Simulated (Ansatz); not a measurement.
A series of calculations on BSiH3Cl2 and related structures

## 1. Relaxation

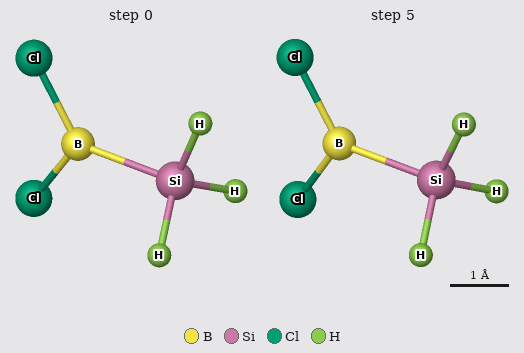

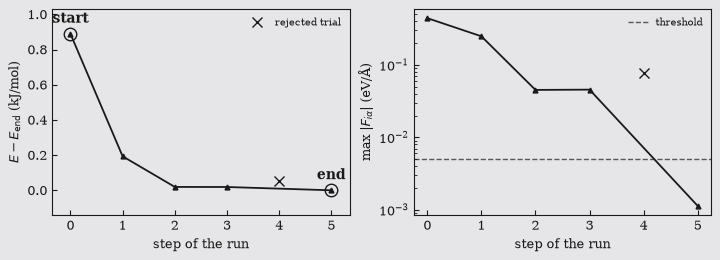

First and last geometry of a relaxation of BSiH$_{3}$Cl$_{2}$, with the history of the run. A ball-and-stick model, seen at a tilt.

It is one of the separated reactants of a reaction.

Method: RKS PBE0-D4/def2-TZVP (Ansatz).

The input:
```yaml
crystal:
  periodic: [false, false, false]
  atoms:
    - {symbol: B, position_ang: [-1.285992, -0.342521, 0.024103]}
    - {symbol: Si, position_ang: [0.065501, 1.157324, -0.099829]}
    - {symbol: Cl, position_ang: [-0.769837, -2.024377, 0.150489]}
    - {symbol: Cl, position_ang: [-2.997926, -0.050315, 0.013679]}
    - {symbol: H, position_ang: [-0.640932, 2.457461, -0.220986]}
    - {symbol: H, position_ang: [0.902535, 1.147211, 1.127299]}
    - {symbol: H, position_ang: [0.924440, 0.932572, -1.290561]}
basis:
  gaussian: {orbitals: def2-TZVP}
hamiltonian: {xc: pbe0, dispersion: d4}
relax: {f_tol: 0.005, max_steps: 200}
```

Command:
```bash
ansatz run in.yaml --threads 4 --pin off --events-out ev --progress --plain --max-ram 9574MiB
```

### What do the curves and the structures tell?

It converged. The atom that moves furthest after the best rigid fit is Cl3 (0.044 Å). Largest moves by element: Cl 0.044 Å, H 0.034 Å, Si 0.020 Å, B 0.015 Å. Among the contacts that change: B1–Cl3 1.764 → 1.745 Å, B1–Cl4 1.737 → 1.743 Å. Among the angles between lasting bonds that change: B1–Si2–H5 109.7° → 111.9°. The energy falls by 0.89 kJ/mol in 4 accepted moves (5 points after the start). The largest force component goes from 0.44 to 0.0011 eV/Å. The line search rejected the trial step at point 4 of the run. Cost: 11 s on 4 threads of Arm Neoverse V2, with other jobs on the host.

## 2. Relaxation

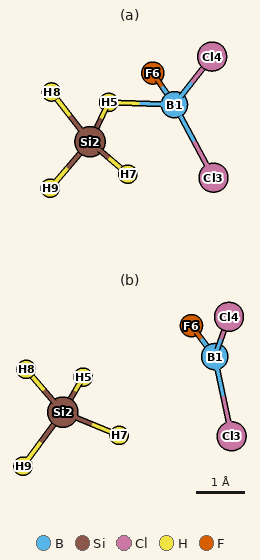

The structure of BSiH₄Cl₂F (started from a transition state, displaced along its imaginary mode) before (top) and after (bottom) a relaxation, at one scale.

Style: ball-and-stick. Shown from a free direction.

Method: Ansatz, RKS PBE0-D4/def2-TZVP.

Input file:
```yaml
crystal:
  periodic: [false, false, false]
  atoms:
    - {symbol: B, position_ang: [-0.488329, -1.045831, 0.204538]}
    - {symbol: Si, position_ang: [0.457129, 1.014046, -0.200555]}
    - {symbol: Cl, position_ang: [-1.174267, -1.417392, -1.423269]}
    - {symbol: Cl, position_ang: [-1.681671, -0.599628, 1.481803]}
    - {symbol: H, position_ang: [0.792743, -0.481063, 0.269447]}
    - {symbol: F, position_ang: [0.467637, -1.883726, 0.604360]}
    - {symbol: H, position_ang: [-0.794030, 1.675294, -0.634792]}
    - {symbol: H, position_ang: [0.981367, 1.692861, 1.004950]}
    - {symbol: H, position_ang: [1.439421, 1.045341, -1.306482]}
basis:
  gaussian: {orbitals: def2-TZVP}
hamiltonian: {xc: pbe0, dispersion: d4}
relax: {f_tol: 0.005, max_steps: 200}
```

Launched with:
```bash
ansatz run in.yaml --threads 4 --pin off --events-out ev --progress --plain --max-ram 9574MiB
```

### What changed between the two?

The energy falls by 1.612 eV in 19 accepted moves (21 points after the start). The largest force component goes from 3.5 to 0.0018 eV/Å. The line search rejected the trial steps at points 9, 15 of the run. The largest move after the best rigid fit is that of B1, 0.99 Å. By element the largest moves are B 0.99 Å, F 0.94 Å, H 0.79 Å, Si 0.61 Å, Cl 0.45 Å. Among the contacts that change: B1–Si2 2.302 → 3.876 Å, B1–H5 1.402 → 2.888 Å, Si2–Cl3 3.173 → 4.120 Å, Si2–Cl4 3.164 → 4.083 Å. Bonds break, among them: B1–H5 (1.40 → 2.89 Å). Among the angles between lasting bonds that change: H5–Si2–H7 132.8° → 109.3°, H5–Si2–H9 95.7° → 109.1°, H5–Si2–H8 96.6° → 109.1°.

## 3. Reaction

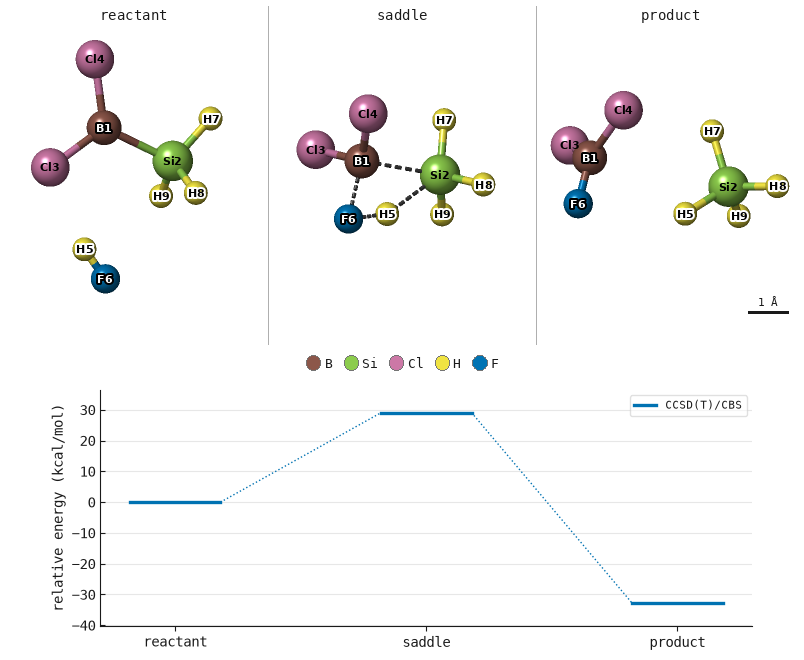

A reaction step of BSiH$_{4}$Cl$_{2}$F, with its energy diagram. The picture is a ball-and-stick view, seen at a tilt. Dashed sticks mark bonds that form or break.

Stationary points at PBE0-D4/def2-TZVP, single-point energies with CCSD(T)/CBS (def2-TZVPP where no basis is named; Ansatz 0.2.0). The energies are electronic, without zero-point or thermal terms, and both ends are the relaxed geometries reached downhill from the saddle, with any fragments still in contact. CCSD(T)/CBS stands for a frozen-core estimate: MP2 correlation extrapolated from def2-TZVPP and def2-QZVPP, CCSD(T) minus MP2 from the smaller set.

> Describe the step and its energetics.

Counted by bonded pieces, the reactant holds HF + SiBH₃Cl₂ and the product holds BCl₂F + SiH₄. From the reactant over the saddle to the product, bonds form: B1–F6 (3.80 → 1.64 → 1.31 Å), Si2–H5 (3.27 → 1.94 → 1.49 Å). Bonds break: B1–Si2 (2.02 → 2.18 → 3.88 Å), H5–F6 (0.93 → 1.11 → 3.01 Å). The saddle has one imaginary mode, 1095i cm⁻¹. The end the product keeps a soft imaginary mode of 29i cm⁻¹, so it isn't quite a minimum. With CCSD(T)/CBS the barrier is 29.1 kcal/mol from the reactant and 62.0 kcal/mol from the product, and the product lies 32.9 kcal/mol below the reactant.
